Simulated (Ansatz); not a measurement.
# C₄H₇AlO₂: what the fields show

```yaml
atoms:
  - { symbol: C, position_ang: [-0.9988, -1.8262, 1.0434] }
  - { symbol: C, position_ang: [1.9062, 0.8382, 2.0546] }
  - { symbol: C, position_ang: [1.1585, 2.0187, 1.9490] }
  - { symbol: C, position_ang: [0.0454, 2.1064, 1.1021] }
  - { symbol: Al, position_ang: [0.2656, -0.5810, 0.2320] }
  - { symbol: O, position_ang: [1.6707, -0.2457, 1.4316] }
  - { symbol: O, position_ang: [-0.4036, 1.1680, 0.3698] }
  - { symbol: H, position_ang: [-0.5778, -2.8431, 1.1315] }
  - { symbol: H, position_ang: [-1.9231, -1.9225, 0.4470] }
  - { symbol: H, position_ang: [-1.3017, -1.5142, 2.0583] }
  - { symbol: H, position_ang: [0.8805, -0.7697, -1.2205] }
  - { symbol: H, position_ang: [2.7815, 0.8254, 2.7306] }
  - { symbol: H, position_ang: [1.4554, 2.8920, 2.5317] }
  - { symbol: H, position_ang: [-0.5041, 3.0647, 1.0486] }
```

Geometry: r2SCAN-D4/def2-SVP.

Theory: isolated molecule in a Gaussian basis; Kohn-Sham density functional theory, functional PBE0 in Ansatz 0.2.0.

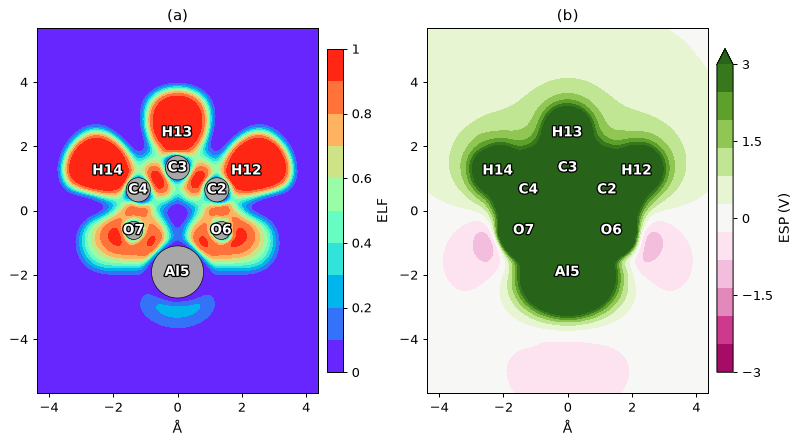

Figure 1. (a) electron localisation function; (b) electrostatic potential on the plane of atoms C2, C3 and H13. Grey discs cover the atomic cores in the ELF map.

Question: What do the fields say about this system?

Answer: The section cuts through C, Al, O and H sites. C–O (1.27 Å): the ELF peaks at about 0.85 between the atoms; a short, strongly polar bond. C–C (1.40 Å): the ELF peaks at about 0.95 between the atoms, as expected for localised, covalent bonding. Al–O (1.88 Å): the ELF peaks at about 0.90 in the valence shell of O, 0.7 Å from its nucleus, and is about 0.50 at the midpoint. C–H (1.09 Å): the ELF climbs to about 1 towards the hydrogen, as it does in any bond to H; an ordinary covalent bond to hydrogen. The ELF also peaks beside O7 and O6, away from the bonds: lone-pair regions. Outside the dense part of the molecule the potential is most negative (−1.2 V) near O6 and O7.

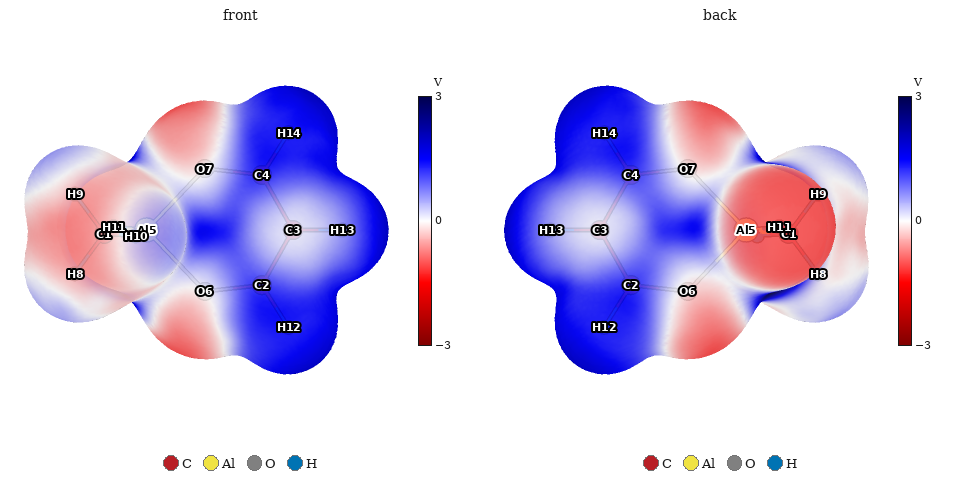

Figure 2. The electrostatic potential painted on the density surface at 0.004 e/bohr³, seen from the front and from behind; the colour scale runs from red (negative) to blue (positive).

Question: Which sites attract a positive test charge, and which a negative one?

Answer: A positive charge is drawn to the negative regions and a negative charge to the positive ones. The most negative region (about −1.0 V) lies over O6, O7 and H11, the most positive (about +2.7 V) over Al5.

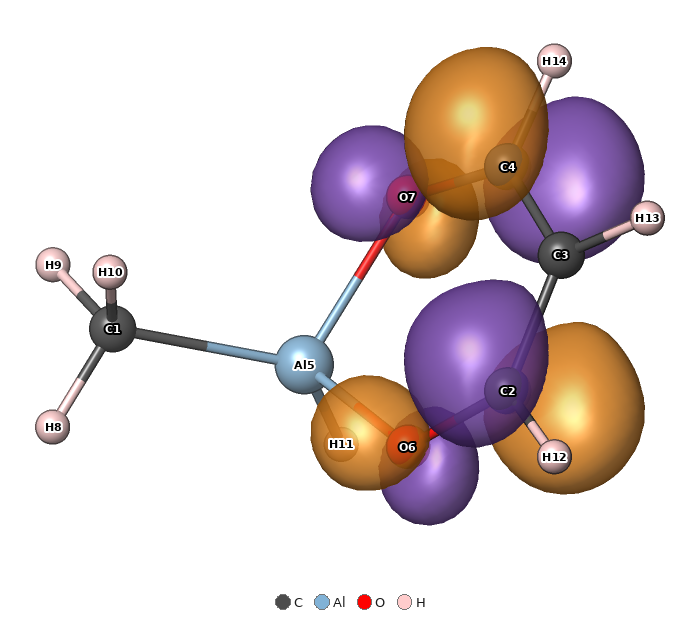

Figure 3. The LUMO at ±0.15 Å⁻³ᐟ² (orange and purple are the two phases), seen at a tilt.

Question: Where does this orbital lie, and at what energy?

Answer: By Hirshfeld shares it lies mainly on C2 (about 25 %), C4 (about 25 %), O7 (about 15 %) and O6 (about 15 %). Its energy is −2.50 eV.
